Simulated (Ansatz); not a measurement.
# Geometry relaxation of C3H5AlO (part 2 of 2)

The same run, continued: C3H5AlO; RKS LDA/6-31G* (Ansatz 0.2.0). It belongs to a series of runs on one base structure; here: end point B relaxed.

Geometry of the input (Å):
```
C  0.2170  -1.2049  2.4638
C  -0.6484  -0.9520  1.5864
O  -1.5992  -0.7090  0.5941
Al -0.9946  0.1882  -0.9483
C  0.8153  0.7763  -1.2001
H  0.8827  -1.3289  3.2094
H  -2.5346  -0.7904  0.2803
H  1.5290  -0.0773  -1.1505
H  1.0820  1.5074  -0.3274
H  0.9203  1.2914  -2.1402
```

Output, continued:
```
Atom 7 at     1.183037    -0.285257    -0.831778 Å, force    -0.000593     0.000322     0.000486 eV/Å
Atom 8 at     0.770580     1.274011    -0.095634 Å, force    -0.000894    -0.000004     0.000220 eV/Å
Atom 9 at     1.287580     1.209321    -1.803483 Å, force    -0.001381    -0.000257     0.000210 eV/Å
Dipole moment:    -0.024604    -0.297730     0.585792 e Å
```

Trajectory as extended XYZ (Å, eV, eV/Å), 10 of the 12 frames kept, from step=1 to step=12:
```
10
Properties=species:S:1:pos:R:3:forces:R:3 step=1 energy=-11757.30182
C     0.2170   -1.2049    2.4638   -5.0919   1.3198  -5.3774
C    -0.6484   -0.9520    1.5864    0.5731  -1.2638   2.6292
O    -1.5992   -0.7090    0.5941    4.8003   0.4059   1.5970
Al   -0.9946    0.1882   -0.9483   -1.3148   0.5592  -1.8665
C     0.8153    0.7763   -1.2001    0.8402   0.1874   2.5453
H     0.8827   -1.3289    3.2094    2.3401  -0.4092   2.4087
H    -2.5346   -0.7904    0.2803   -2.1303  -0.6030   0.1388
H     1.5290   -0.0773   -1.1505    0.0481   0.2444  -0.0411
H     1.0820    1.5074   -0.3274   -0.1674  -0.9069  -1.2322
H     0.9203    1.2914   -2.1402    0.1027   0.4661  -0.8015
10
Properties=species:S:1:pos:R:3:forces:R:3 step=2 energy=-11758.14965
C     0.2124   -1.1869    2.4184   -0.3786   0.2107  -0.4312
C    -0.6146   -0.9304    1.5698   -1.9685  -0.3084  -0.5378
O    -1.5128   -0.6650    0.5705    2.5579   0.3113   0.7935
Al   -1.1119    0.2355   -1.0953   -0.5295   0.3960  -1.1496
C     0.7774    0.7496   -1.1469    0.2388   0.1069   0.9123
H     0.9212   -1.3261    3.1994    0.4122  -0.1035   0.3481
H    -2.4963   -0.8056    0.3127   -0.2708  -0.4455   0.7156
H     1.4841   -0.1030   -1.0615   -0.0434   0.0467  -0.0778
H     1.0376    1.4555   -0.3075   -0.1210  -0.2854  -0.3936
H     0.9724    1.2772   -2.0922    0.1029   0.0712  -0.1794
10
Properties=species:S:1:pos:R:3:forces:R:3 step=3 energy=-11758.54814
C     0.1880   -1.1864    2.4131    0.6976  -0.0773   0.7171
C    -0.6134   -0.9158    1.5537   -0.5673  -0.2819   0.1015
O    -1.3921   -0.6132    0.5527   -1.1327   0.1568  -0.8403
Al   -1.2032    0.2883   -1.2545    0.2810   0.2702  -0.4574
C     0.7419    0.7395   -1.1170   -0.1897  -0.0372  -0.5643
H     0.9110   -1.3429    3.2059   -0.2212  -0.0176  -0.2072
H    -2.4067   -0.8387    0.3995    1.2454  -0.0163   0.7452
H     1.4312   -0.1246   -1.0292   -0.1051  -0.0731   0.0140
H     0.9923    1.4261   -0.2960   -0.0244   0.1825   0.2843
H     1.0205    1.2684   -2.0606    0.0164  -0.1061   0.2071
10
Properties=species:S:1:pos:R:3:forces:R:3 step=5 energy=-11758.80096
C     0.2137   -1.1449    2.3830    0.0669   0.0320   0.0700
C    -0.5819   -0.8938    1.5039    0.4180   0.0403   0.0867
O    -1.3497   -0.5856    0.4838   -0.8524  -0.2940   0.1520
Al   -1.2233    0.4106   -1.5410    0.0958  -0.0097   0.0686
C     0.6953    0.7347   -1.1327    0.0370   0.0545  -0.2022
H     0.8940   -1.3424    3.1953   -0.0487  -0.0197  -0.0383
H    -2.2805   -0.9075    0.6441    0.3535   0.2282  -0.2767
H     1.2756   -0.1991   -0.9772   -0.0528  -0.0180   0.0036
H     0.8434    1.3496   -0.2225   -0.0383   0.0211   0.0597
H     1.1830    1.2791   -1.9692    0.0209  -0.0348   0.0767
10
Properties=species:S:1:pos:R:3:forces:R:3 step=6 energy=-11758.78829 accepted=F
C     0.2687   -1.0706    2.2875   -0.1675   0.0703  -0.1613
C    -0.5466   -0.8339    1.4202   -0.4807  -0.2693   0.1597
O    -1.4527   -0.6110    0.4827    0.6950   0.2753  -0.1189
Al   -1.2129    0.4075   -1.5008   -0.1251   0.0548  -0.1945
C     0.7069    0.7226   -1.1011   -0.0297  -0.0669   0.1488
H     0.9421   -1.2880    3.0966    0.1343   0.0417  -0.0171
H    -2.3562   -0.9582    0.6619   -0.0045  -0.0772   0.1521
H     1.2317   -0.2395   -0.9225    0.0274  -0.0070   0.0469
H     0.8160    1.3159   -0.1685    0.0342  -0.0233   0.0364
H     1.2724    1.2561   -1.8885   -0.0835   0.0016  -0.0521
10
Properties=species:S:1:pos:R:3:forces:R:3 step=7 energy=-11758.82043
C     0.2456   -1.1142    2.3483   -0.0189   0.0474  -0.0281
C    -0.5581   -0.8718    1.4736   -0.1102  -0.0094  -0.1024
O    -1.3769   -0.5928    0.4759    0.0781  -0.0184   0.0967
Al   -1.2232    0.4169   -1.5489    0.0211  -0.0136   0.0442
C     0.6893    0.7266   -1.1162    0.0370   0.0266  -0.0405
H     0.9271   -1.3174    3.1560    0.0257  -0.0025  -0.0116
H    -2.2986   -0.9084    0.6305    0.0044  -0.0034   0.0057
H     1.2311   -0.2279   -0.9399   -0.0228   0.0219  -0.0113
H     0.8078    1.3246   -0.1868   -0.0132  -0.0111  -0.0264
H     1.2253    1.2651   -1.9249   -0.0013  -0.0374   0.0739
10
Properties=species:S:1:pos:R:3:forces:R:3 step=8 energy=-11758.82533
C     0.2604   -1.0850    2.3045    0.0338   0.0365   0.0002
C    -0.5715   -0.8654    1.4512   -0.0392  -0.0053  -0.0540
O    -1.4015   -0.5942    0.4645    0.0191   0.0057   0.0112
Al   -1.2209    0.4209   -1.5502    0.0217  -0.0032   0.0218
C     0.6880    0.7114   -1.0863    0.0138   0.0084  -0.0117
H     0.9780   -1.2697    3.0844    0.0124  -0.0151   0.0142
H    -2.3189   -0.9142    0.6270   -0.0396  -0.0138   0.0042
H     1.2125   -0.2508   -0.9014   -0.0124   0.0113  -0.0092
H     0.7920    1.3008   -0.1498   -0.0077  -0.0037  -0.0166
H     1.2513    1.2469   -1.8764   -0.0019  -0.0208   0.0398
10
Properties=species:S:1:pos:R:3:forces:R:3 step=10 energy=-11758.82839
C     0.3017   -1.0188    2.2156    0.0060  -0.0090   0.0173
C    -0.5841   -0.8447    1.4064   -0.0026  -0.0078   0.0026
O    -1.4466   -0.5868    0.4452   -0.0107   0.0106  -0.0183
Al   -1.2157    0.4333   -1.5564    0.0149  -0.0046   0.0115
C     0.6827    0.6812   -1.0270   -0.0016   0.0002  -0.0075
H     1.0546   -1.1996    2.9638   -0.0081   0.0058  -0.0103
H    -2.3512   -0.9366    0.6182   -0.0007  -0.0077   0.0174
H     1.1756   -0.2940   -0.8248   -0.0033   0.0070  -0.0158
H     0.7642    1.2606   -0.0825    0.0009   0.0101  -0.0137
H     1.2883    1.2061   -1.7910    0.0053  -0.0045   0.0168
10
Properties=species:S:1:pos:R:3:forces:R:3 step=11 energy=-11758.82851
C     0.2934   -1.0275    2.2248    0.0263  -0.0032   0.0209
C    -0.5896   -0.8510    1.4135   -0.0081   0.0018  -0.0120
O    -1.4504   -0.5917    0.4509    0.0074   0.0054  -0.0022
Al   -1.2127    0.4292   -1.5507   -0.0050   0.0066  -0.0171
C     0.6880    0.6881   -1.0365   -0.0017  -0.0073   0.0164
H     1.0476   -1.2048    2.9719   -0.0017  -0.0017   0.0027
H    -2.3552   -0.9395    0.6274   -0.0089   0.0016  -0.0084
H     1.1837   -0.2860   -0.8367    0.0016   0.0045   0.0048
H     0.7729    1.2717   -0.0949    0.0024  -0.0059   0.0004
H     1.2918    1.2123   -1.8021   -0.0122  -0.0016  -0.0056
10
Properties=species:S:1:pos:R:3:forces:R:3 step=12 energy=-11758.82867
C     0.2950   -1.0289    2.2258   -0.0060   0.0011  -0.0065
C    -0.5870   -0.8494    1.4135    0.0065   0.0008   0.0038
O    -1.4479   -0.5856    0.4518    0.0011   0.0001   0.0020
Al   -1.2130    0.4278   -1.5549   -0.0021  -0.0007  -0.0008
C     0.6857    0.6871   -1.0350    0.0040   0.0000   0.0001
H     1.0473   -1.2098    2.9740   -0.0017  -0.0010   0.0001
H    -2.3518   -0.9386    0.6232    0.0010  -0.0003   0.0004
H     1.1830   -0.2853   -0.8318   -0.0006   0.0003   0.0005
H     0.7706    1.2740   -0.0956   -0.0009   0.0000   0.0002
H     1.2876    1.2093   -1.8035   -0.0014  -0.0003   0.0002
```

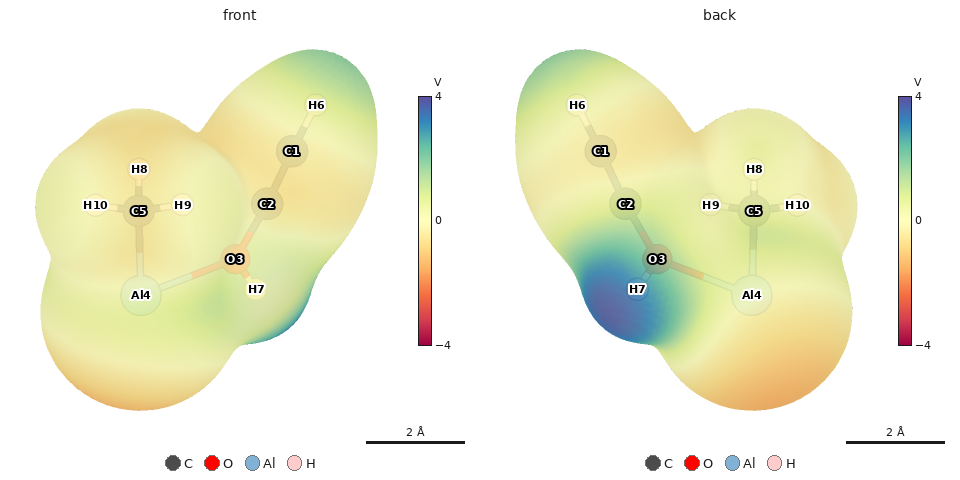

*The electrostatic potential painted on the density surface at 0.002 e/bohr³, seen at a tilt and from behind; red is negative and blue positive.*

A positive charge is drawn to the negative regions and a negative charge to the positive ones.

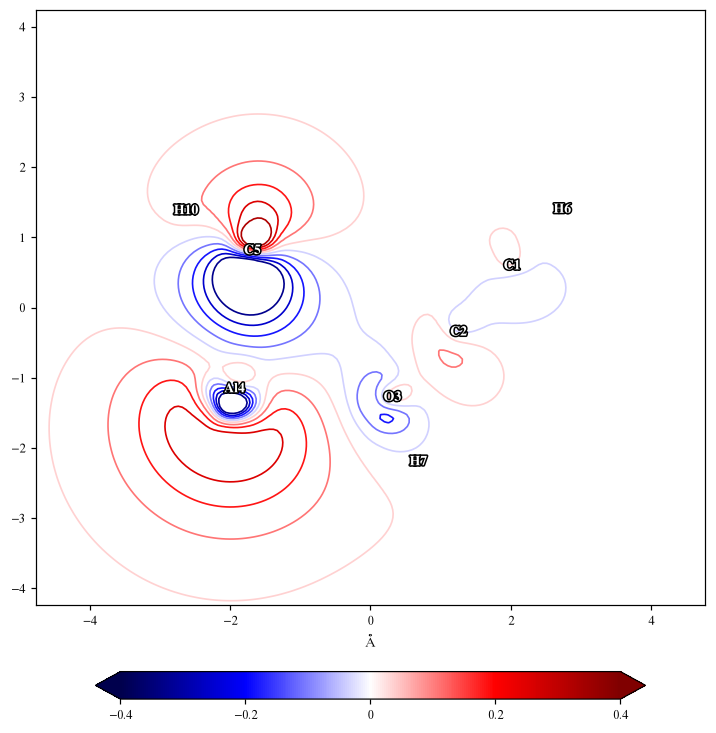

*The HOMO on the plane of atoms O3, Al4 and C5 (values in Å⁻³ᐟ²; the overall sign is arbitrary).*

Its weight (Hirshfeld) is mainly on Al4 (70 %) and C5 (20 %). Its energy is −4.00 eV.

Summary:

- outcome: converged
- total energy: −11758.8287 eV
- mean-field energy: −11758.8287 eV
- largest force (length of the vector) at the end: 0.009 eV/Å
- wall time: 9.8 s (CPU time 18 s)
- peak memory: 0.14 GiB
